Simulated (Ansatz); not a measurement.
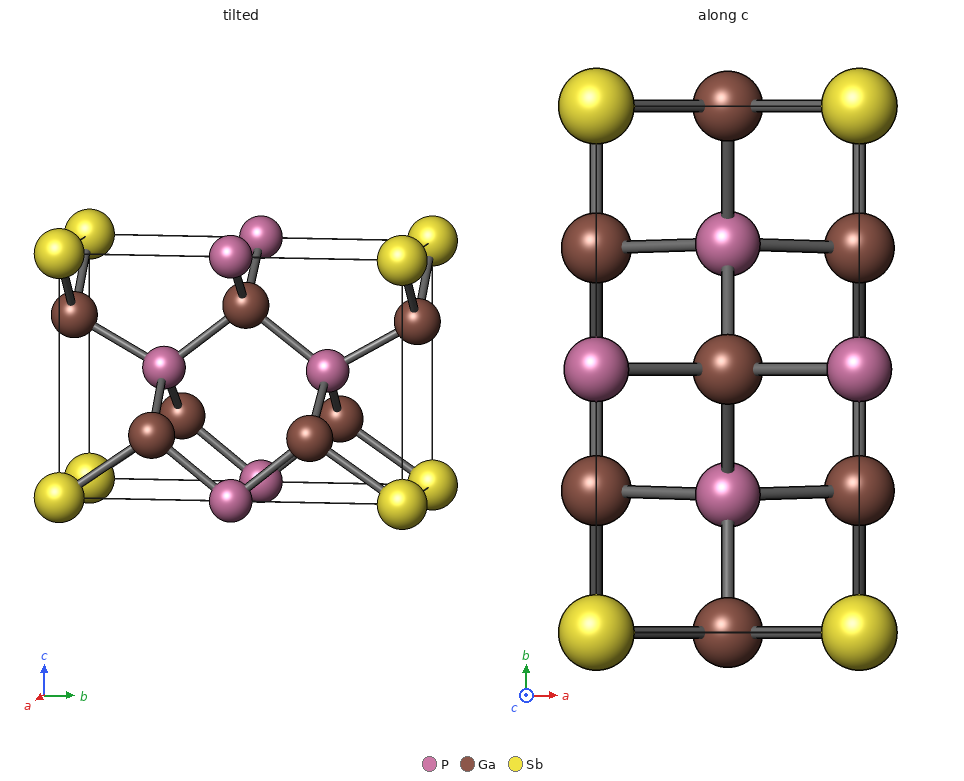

An orthographic ball-and-stick view of the structure, slightly off an axis and along the c axis. The parallelepiped is the conventional unit cell.

Ga₄SbP₃, space group Pmm2 (No. 25), a = 3.973 Å, b = 7.954 Å, c = 5.610 Å, α = 90.00°, β = 90.00°, γ = 90.00°. Its origin is a structure type filled with these elements by a generator (whether the compound takes this form wasn't checked). Earlier steps of the study, as a rule a relaxation of our own, may have changed the cell and positions, so they can lie some per cent off the listed ones. A calculation with Ansatz used it as input.

This one geometry was computed with Ansatz (DFT, plane waves, PAW) at five levels of theory: PBE0, r2SCAN, HSE06, PBE with spin-orbit coupling and PBE. It was relaxed beforehand with r2SCAN.

Which level gives the highest pressure at this volume, and what does that say about its equilibrium volume?

Highest: PBE with spin-orbit coupling (2.3 GPa) and PBE (2.3 GPa), which points to the largest equilibrium volume. Lowest, with the smallest volume: PBE0 (0.3 GPa) and r2SCAN (0.0 GPa). Levels within 0.5 GPa of each other can't be told apart.

How does the band gap change with the level of theory?

PBE with spin-orbit coupling: a gap of 0.50 eV, direct; PBE: a gap of 0.52 eV, indirect; r2SCAN: a gap of 0.85 eV, indirect; HSE06: a gap of 1.22 eV, indirect; PBE0: a gap of 1.87 eV, indirect.

Collect the results in a table.

| level | cutoff (eV) | k-mesh of the run's cell | gap (eV) | pressure (GPa) |
| --- | --- | --- | --- | --- |
| PBE0 | 420 | 4×2×4 | 1.87 | 0.3 |
| r2SCAN | 500 | 6×4×4 | 0.85 | 0.0 |
| HSE06 | 420 | 4×2×4 | 1.22 | 0.6 |
| PBE with spin-orbit coupling | 420 | 6×4×4 | 0.50 | 2.3 |
| PBE | 420 | 6×4×4 | 0.52 | 2.3 |

Gaps are taken on the k-mesh or band path of each run.
